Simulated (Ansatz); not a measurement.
# Geometry relaxation, with input and output: C$_{2}$H$_{10}$AlAsO (part 2 of 2)

The same run, continued: C$_{2}$H$_{10}$AlAsO; RKS PBE0-D4/def2-TZVP (Ansatz 0.2.0). The geometry: PBE-D4/def2-SVP start.

Geometry of the input (Å):
```
C  -1.7187  -0.0952  1.1330
Al 0.0481  -0.6616  0.4455
C  1.7467  0.0852  1.1077
O  0.2335  -2.2198  -0.3199
As 0.0125  0.9022  -1.8720
H  -1.9366  -0.5854  2.1074
H  -1.7549  1.0004  1.3164
H  -2.5614  -0.3458  0.4539
H  2.5905  -0.1416  0.4224
H  2.0048  -0.3675  2.0904
H  1.7163  1.1850  1.2613
H  -0.5320  -2.7972  -0.4653
H  1.1497  1.8876  -2.1492
H  0.0833  0.2255  -3.2409
H  -1.1038  1.8774  -2.2616
```

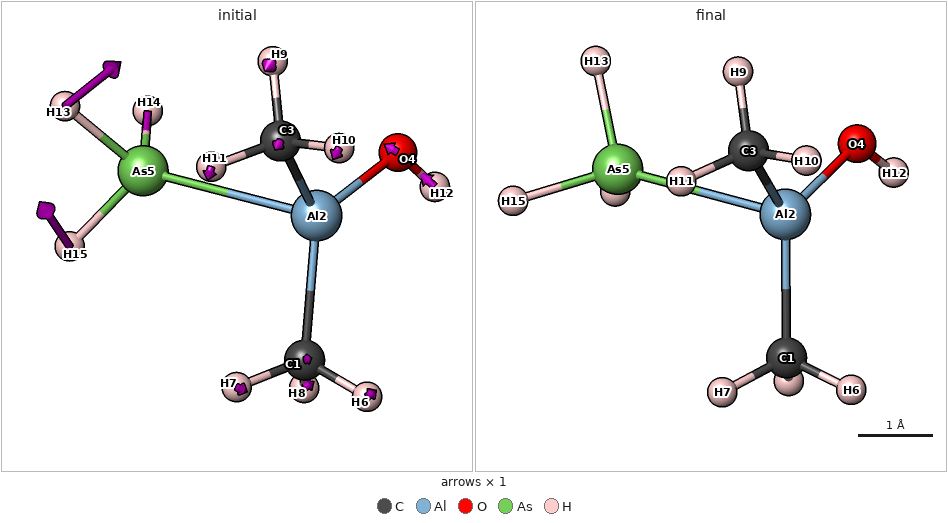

*Before (left) and after (right) the relaxation, at one scale (ball-and-stick view, seen at a tilt). The pink arrows give the displacements, at true length.*

After 38 geometry steps the energy has fallen by 0.076 eV. Largest force component: 0.65 eV/Å at the start, 0.0033 eV/Å at the end. The line search rejected the trial steps at points 12, 13, 16, 17 (counted from 0) and went back. The largest move after the best rigid fit is that of H13, 1.27 Å. By element the largest moves are H 1.27 Å, O 0.24 Å, C 0.18 Å, Al 0.08 Å, As 0.02 Å. Among the contacts that change: Al2–As5 2.796 → 2.751 Å, As5–H13 1.530 → 1.509 Å, Al2–O4 1.746 → 1.726 Å, C1–H7 1.111 → 1.095 Å. Among the angles that change: O4–Al2–As5 97.9° → 92.0°, Al2–As5–H13 120.1° → 115.2°, Al2–As5–H15 125.2° → 128.5°. (Atoms are counted from 1 in the order of the input.)

```
mean field -71710.73472095 eV, -2635.3208937131 hartree, gradient 1.7e-5 eV, S^2 0.000000; 1 other end points of the search recorded, 0 dependent functions left out
the calculation of the forces begins
reference -71710.73476096 eV, -2635.3208951835 hartree; 38, 38 occupied and 200, 200 virtual orbitals, 1653 factors
Total energy: -71711.01098804 eV, -2635.3310463414 hartree
Atom 0 at    -1.725934    -0.241420     1.110163 Å, force     0.000249     0.001151     0.000371 eV/Å
Atom 1 at     0.085421    -0.589929     0.434367 Å, force    -0.000423    -0.001153    -0.001981 eV/Å
Atom 2 at     1.675260     0.238348     1.221036 Å, force     0.001016     0.000556     0.000908 eV/Å
Atom 3 at     0.384673    -2.050031    -0.436056 Å, force    -0.000848     0.000295     0.001335 eV/Å
Atom 4 at     0.024120     0.892319    -1.882021 Å, force    -0.000715     0.003296    -0.000320 eV/Å
Atom 5 at    -1.902221    -0.786353     2.044587 Å, force    -0.000456    -0.000276     0.000171 eV/Å
Atom 6 at    -1.881632     0.819364     1.332658 Å, force     0.000566    -0.000985    -0.000415 eV/Å
Atom 7 at    -2.510036    -0.549307     0.411197 Å, force    -0.000475    -0.000297    -0.000082 eV/Å
Atom 8 at     2.564574     0.088880     0.601665 Å, force    -0.000177    -0.000003     0.000198 eV/Å
Atom 9 at     1.893545    -0.202225     2.200332 Å, force     0.000044     0.000353    -0.000756 eV/Å
Atom 10 at     1.552539     1.314573     1.380091 Å, force    -0.000177    -0.000690    -0.000001 eV/Å
Atom 11 at    -0.322968    -2.656997    -0.644928 Å, force     0.000609     0.000311     0.000185 eV/Å
Atom 12 at     1.260669     0.792500    -2.741808 Å, force    -0.000532    -0.000903    -0.000672 eV/Å
Atom 13 at    -0.955216     0.494436    -2.961345 Å, force     0.000746    -0.001602    -0.000297 eV/Å
Atom 14 at    -0.164593     2.384943    -2.040639 Å, force     0.000574    -0.000053     0.001355 eV/Å
Dipole moment:    -0.260385     0.336317    -0.481788 e Å
```

Trajectory as extended XYZ (Å, eV, eV/Å), 7 of the 39 frames kept, from step=1 to step=39:
```
15
Properties=species:S:1:pos:R:3:forces:R:3 step=1 energy=-71710.93518
C    -1.7187   -0.0952    1.1330   -0.3062   0.0671   0.1729
Al    0.0481   -0.6616    0.4455    0.0622  -0.3029  -0.1339
C     1.7467    0.0852    1.1077    0.3077   0.1099   0.1835
O     0.2335   -2.2198   -0.3199   -0.6496   0.0598   0.1176
As    0.0125    0.9022   -1.8720    0.0156   0.2944  -0.5268
H    -1.9366   -0.5854    2.1074    0.0881   0.2287  -0.4480
H    -1.7549    1.0004    1.3164    0.0180  -0.5092  -0.0904
H    -2.5614   -0.3458    0.4539    0.4064   0.1131   0.3124
H     2.5905   -0.1416    0.4224   -0.3944   0.1122   0.3232
H     2.0048   -0.3675    2.0904   -0.1025   0.2160  -0.4539
H     1.7163    1.1850    1.2613    0.0094  -0.5141  -0.0837
H    -0.5320   -2.7972   -0.4653    0.5569   0.4673   0.1051
H     1.1497    1.8876   -2.1492   -0.2292  -0.2202   0.0941
H     0.0833    0.2255   -3.2409   -0.0163   0.1104   0.2990
H    -1.1038    1.8774   -2.2616    0.2340  -0.2327   0.1290
15
Properties=species:S:1:pos:R:3:forces:R:3 step=7 energy=-71710.99143
C    -1.6954   -0.1048    1.1506   -0.0004   0.0000   0.0018
Al    0.0564   -0.6348    0.4359    0.0005  -0.0004  -0.0025
C     1.7355    0.0905    1.1341   -0.0010  -0.0010   0.0011
O     0.2077   -2.1499   -0.3703    0.0000   0.0028   0.0014
As    0.0224    0.8923   -1.8885   -0.0024   0.0015   0.0024
H    -1.8900   -0.6037    2.1069    0.0004  -0.0002  -0.0019
H    -1.7497    0.9720    1.3424    0.0005  -0.0004  -0.0006
H    -2.5254   -0.3616    0.4847   -0.0002  -0.0004  -0.0005
H     2.5821   -0.1323    0.4780    0.0017  -0.0003  -0.0005
H     1.9672   -0.3496    2.1104    0.0007   0.0004   0.0018
H     1.6975    1.1753    1.2768   -0.0004   0.0004   0.0008
H    -0.5545   -2.6956   -0.5540    0.0000  -0.0003  -0.0002
H     1.1576    1.8381   -2.2060    0.0007  -0.0008  -0.0011
H     0.0512    0.1604   -3.2086   -0.0021  -0.0006  -0.0021
H    -1.0843    1.8529   -2.2629    0.0020  -0.0006   0.0001
15
Properties=species:S:1:pos:R:3:forces:R:3 step=14 energy=-71710.98601 accepted=F
C    -1.6958   -0.1133    1.1302    0.0043  -0.2094   0.1703
Al    0.0717   -0.6385    0.4437   -0.1402   0.0657  -0.1189
C     1.7324    0.1110    1.1419    0.0619  -0.0508   0.2834
O     0.2421   -2.1446   -0.3749   -0.1840  -0.1560  -0.0248
As    0.0201    0.8915   -1.8834   -0.0002  -0.0083  -0.0150
H    -1.8982   -0.6312    2.0789    0.0541   0.0929  -0.0298
H    -1.7607    0.9592    1.3341   -0.0137   0.0234  -0.0002
H    -2.5247   -0.3836    0.4706    0.0041   0.0473  -0.1032
H     2.5896   -0.1147    0.4987   -0.0248   0.0338   0.0785
H     1.9405   -0.3154    2.1353    0.0452  -0.0352  -0.1672
H     1.6875    1.1925    1.3019   -0.0076   0.0371  -0.1245
H    -0.5176   -2.6982   -0.5696    0.1984   0.1501   0.0537
H     1.2223    1.7098   -2.2947    0.0028   0.0019  -0.0033
H    -0.1275    0.1613   -3.1971   -0.0037   0.0009  -0.0028
H    -1.0034    1.9632   -2.1863    0.0033   0.0068   0.0038
15
Properties=species:S:1:pos:R:3:forces:R:3 step=20 energy=-71710.99623
C    -1.7076   -0.1446    1.1298   -0.0073  -0.0035   0.0006
Al    0.0666   -0.6284    0.4393    0.0178  -0.0008  -0.0026
C     1.7194    0.1336    1.1603   -0.0015   0.0032   0.0069
O     0.2732   -2.1357   -0.3698   -0.0004   0.0068  -0.0011
As    0.0207    0.8887   -1.8854   -0.0045   0.0277  -0.0217
H    -1.9071   -0.6544    2.0794    0.0010  -0.0006  -0.0069
H    -1.7868    0.9292    1.3280   -0.0016   0.0059   0.0016
H    -2.5215   -0.4132    0.4486    0.0000  -0.0027   0.0035
H     2.5783   -0.0816    0.5180    0.0049  -0.0008  -0.0034
H     1.9442   -0.2946    2.1435   -0.0021   0.0046   0.0003
H     1.6628    1.2189    1.2929   -0.0022  -0.0007   0.0037
H    -0.4725   -2.6954   -0.5768   -0.0054  -0.0099  -0.0025
H     1.2889    1.5502   -2.3755   -0.0121  -0.0239   0.0022
H    -0.3075    0.1882   -3.1837   -0.0004   0.0185   0.0171
H    -0.8729    2.0883   -2.1192    0.0137  -0.0239   0.0023
15
Properties=species:S:1:pos:R:3:forces:R:3 step=26 energy=-71711.00550
C    -1.7172   -0.1985    1.1144   -0.0021  -0.0127   0.0068
Al    0.0792   -0.6149    0.4365    0.0127   0.0103   0.0017
C     1.6964    0.1907    1.1908   -0.0004   0.0048   0.0023
O     0.3384   -2.1032   -0.3976   -0.0405   0.0154   0.0067
As    0.0159    0.8887   -1.8798    0.0727   0.0424  -0.1144
H    -1.9068   -0.7246    2.0571   -0.0020   0.0023  -0.0028
H    -1.8336    0.8700    1.3231   -0.0014   0.0027   0.0012
H    -2.5164   -0.4875    0.4245    0.0019  -0.0015  -0.0003
H     2.5732    0.0087    0.5623    0.0007   0.0001   0.0019
H     1.9166   -0.2385    2.1746    0.0001   0.0004  -0.0021
H     1.6030    1.2724    1.3329   -0.0023  -0.0052  -0.0018
H    -0.4009   -2.6732   -0.6036    0.0263  -0.0109  -0.0090
H     1.3383    1.1498   -2.5747   -0.0986  -0.0328   0.0483
H    -0.6874    0.3132   -3.0902    0.0212   0.0232   0.0476
H    -0.5205    2.2963   -2.0411    0.0116  -0.0385   0.0138
15
Properties=species:S:1:pos:R:3:forces:R:3 step=33 energy=-71711.01070
C    -1.7260   -0.2342    1.1129   -0.0023  -0.0027   0.0004
Al    0.0825   -0.5928    0.4347   -0.0024   0.0121   0.0071
C     1.6772    0.2316    1.2166   -0.0069  -0.0003  -0.0051
O     0.3781   -2.0543   -0.4317    0.0151  -0.0181  -0.0138
As    0.0222    0.8928   -1.8813    0.0067   0.0132  -0.0158
H    -1.9036   -0.7776    2.0480   -0.0003   0.0002  -0.0003
H    -1.8759    0.8275    1.3348    0.0013  -0.0005  -0.0007
H    -2.5129   -0.5387    0.4156    0.0006   0.0001   0.0004
H     2.5653    0.0742    0.5975   -0.0004  -0.0001   0.0000
H     1.8936   -0.2039    2.1984    0.0008  -0.0008   0.0026
H     1.5593    1.3093    1.3690    0.0015   0.0014   0.0020
H    -0.3231   -2.6654   -0.6491   -0.0075   0.0102   0.0073
H     1.2776    0.8350   -2.7194   -0.0211   0.0004   0.0079
H    -0.9255    0.4648   -2.9784    0.0124   0.0109   0.0096
H    -0.2106    2.3806   -2.0382    0.0025  -0.0261  -0.0017
15
Properties=species:S:1:pos:R:3:forces:R:3 step=39 energy=-71711.01095
C    -1.7259   -0.2414    1.1102    0.0002   0.0012   0.0004
Al    0.0854   -0.5899    0.4344   -0.0004  -0.0012  -0.0020
C     1.6753    0.2383    1.2210    0.0010   0.0006   0.0009
O     0.3847   -2.0500   -0.4361   -0.0008   0.0003   0.0013
As    0.0241    0.8923   -1.8820   -0.0007   0.0033  -0.0003
H    -1.9022   -0.7864    2.0446   -0.0005  -0.0003   0.0002
H    -1.8816    0.8194    1.3327    0.0006  -0.0010  -0.0004
H    -2.5100   -0.5493    0.4112   -0.0005  -0.0003  -0.0001
H     2.5646    0.0889    0.6017   -0.0002   0.0000   0.0002
H     1.8935   -0.2022    2.2003    0.0000   0.0004  -0.0008
H     1.5525    1.3146    1.3801   -0.0002  -0.0007   0.0000
H    -0.3230   -2.6570   -0.6449    0.0006   0.0003   0.0002
H     1.2607    0.7925   -2.7418   -0.0005  -0.0009  -0.0007
H    -0.9552    0.4944   -2.9613    0.0007  -0.0016  -0.0003
H    -0.1646    2.3849   -2.0406    0.0006  -0.0001   0.0014
```

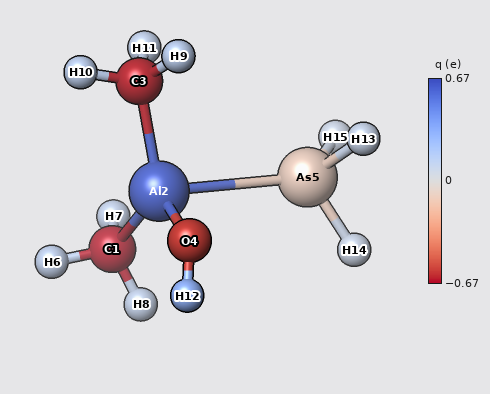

*Mulliken charges, as the colour of each atom (ball-and-stick view, seen at a tilt; atoms are numbered from 1 in the order of the input; Mulliken charges depend strongly on the basis).*

By element: C −0.64 to −0.63, Al +0.60, O −0.58, As −0.11 and H +0.09 to +0.30 e.
